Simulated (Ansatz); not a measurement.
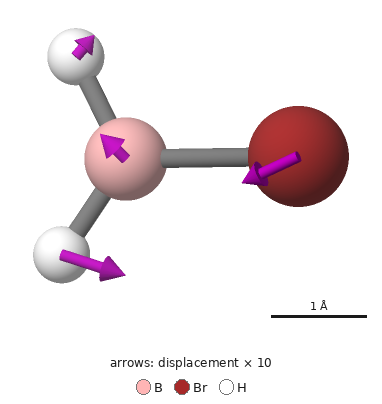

This is a relaxation of BH2Br (coarse preliminary run). The starting structure is drawn; purple arrows show the displacements, magnified 10 times. The two geometries are superimposed by the best rigid fit.

Style: ball-and-stick. Shown at a tilt.

The start comes from a force field.

All numbers below come from RKS PBE-D4/def2-SVP in Ansatz 0.2.0.

The input:
```yaml
crystal:
  periodic: [false, false, false]
  atoms:
    - {symbol: B, position_ang: [-0.137400, -0.010200, -0.083400]}
    - {symbol: Br, position_ang: [1.547800, -0.355500, 0.814600]}
    - {symbol: H, position_ang: [-1.179800, -0.595600, 0.159200]}
    - {symbol: H, position_ang: [-0.175100, 0.901000, -0.910700]}
basis:
  gaussian: {orbitals: def2-SVP}
hamiltonian: {xc: pbe, dispersion: d4}
relax: {f_tol: 0.03, max_steps: 200}
```

What happened in the run?

Over 3 geometry steps the energy falls by 1.35 kcal/mol. The largest force component goes from 0.82 to 0.0025 eV/Å. The atom that moves furthest after the best rigid fit is H3 (0.074 Å). Largest moves by element: H 0.074 Å, Br 0.070 Å, B 0.039 Å. Near-neighbour distances that change, for instance: B1–Br2 1.940 → 1.900 Å, B1–H4 1.231 → 1.211 Å, B1–H3 1.220 → 1.211 Å. Among the angles between lasting bonds that change: H3–B1–H4 117.6° → 124.2°, Br2–B1–H3 124.4° → 117.9°.
